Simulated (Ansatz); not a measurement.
```xyz
12

Al   -0.2382   -0.2206   -0.1227
N     1.7689   -0.1382   -0.2850
O    -0.2179   -1.7573    0.6589
O    -0.4798   -0.0866   -1.8248
H     2.2134    0.6358    0.1951
As   -0.9479    1.7007    1.2444
H     1.9878   -0.0791   -1.2751
H     2.1370   -1.0088    0.0869
H    -0.9632   -2.1069    1.1411
H    -1.3226    0.1235   -2.2193
H    -1.8690    0.8569    2.1128
H    -2.0684    2.0806    0.2877
```

The product side of a reaction path; geometry: PBE0-D4/def2-TZVP.

Theory: RKS PBE0-D4/def2-TZVPP in Ansatz 0.2.0.

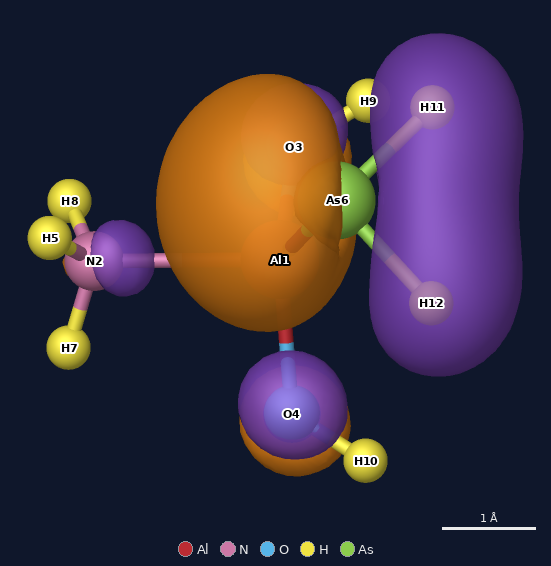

AlAsH$_{7}$NO$_{2}$. The HOMO−1 at ±0.1 Å⁻³ᐟ² (orange and purple are the two phases), seen at a tilt.

### Where does this orbital lie, and at what energy?

It lies mainly on As6 (about 55 %), H11 (about 10 %) and H12 (about 10 %). Its energy is −7.95 eV.
